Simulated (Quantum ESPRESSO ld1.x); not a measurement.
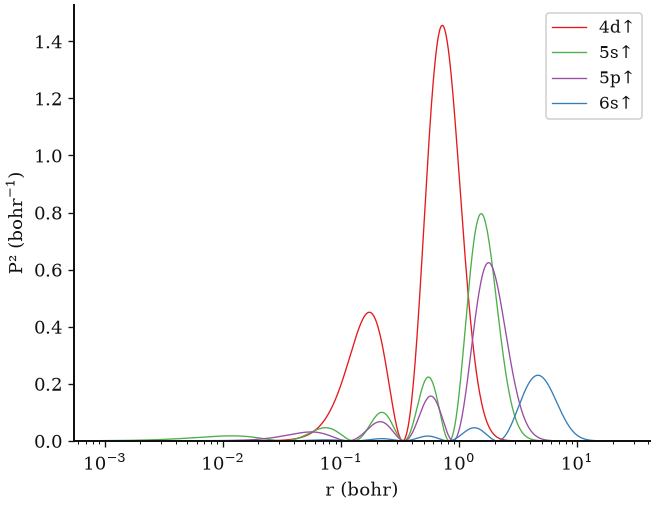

A free Cs atom in the configuration [Xe] 6s1 (high spin). Computed with Quantum ESPRESSO ld1.x 7.5: scalar-relativistic Kohn-Sham, LDA (Slater exchange, VWN5 correlation), spin-polarised, spherical densities, point nucleus.

```
 &input
    atom='Cs',
    iswitch=1,
    rel=1,
    lsd=1,
    dft='SLA-VWN',
    config='[Xe] 6s1 5d0 6p0 7s0',
    verbosity='high',
    prefix='ld1',
    max_out_wfc=37,
    file_charge='ld1.rho',
 /
```

Command:
```bash
OMP_NUM_THREADS=1 ld1.x < ld1.in > ld1.out
```

The plot shows the radial probability densities P² of 5s up, 4d up, 6s up and 5p up.

> What does the plot show?

4d up: outer maximum at 0.721 bohr, ⟨r⟩ = 0.837 bohr, 1 node, eigenvalue −74.2 eV; 5s up: outer maximum at 1.54 bohr, ⟨r⟩ = 1.74 bohr, 4 nodes, eigenvalue −26.9 eV; 5p up: outer maximum at 1.78 bohr, ⟨r⟩ = 2.09 bohr, 3 nodes, eigenvalue −13.6 eV; 6s up: outer maximum at 4.65 bohr, ⟨r⟩ = 5.47 bohr, 5 nodes, eigenvalue −2.39 eV.
